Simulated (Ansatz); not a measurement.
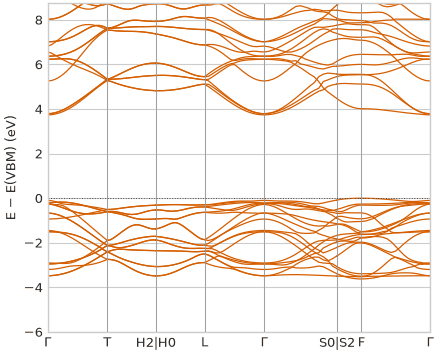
Band structure from the program Ansatz at the PBE level (PAW)

The gap is 3.74 eV; an edge lies off the plotted path or next to a special point (maximum off the standard path, minimum at Γ).

Task: Which compound is it?
A) CaTiO3, R3c (Ca on 6a, Ti on 6a, O on 18b)
B) SrZrO3, R3c (Sr on 6a, Zr on 6a, O on 18b)
C) Ga2O3, corundum
D) AlZnInO4, R3m (Pearson symbol hR7)

Result: B, SrZrO3, R3c (Sr on 6a, Zr on 6a, O on 18b)

The start of the workflow was typed in or built on a structure type; neither database checked (COD, Materials Project) lists it. COD files the formula under space group No. 62, 63, 221, so this cell is another polymorph or a model. Whether it is the stable phase at ambient conditions was not checked. The PBE relaxation kept the symmetry of its start; its stability against distortions is not shown here. No spin polarisation was allowed. Spin–orbit coupling is left out wherever it is not named.

Potentials: the earlier of the program's two PAW sets.
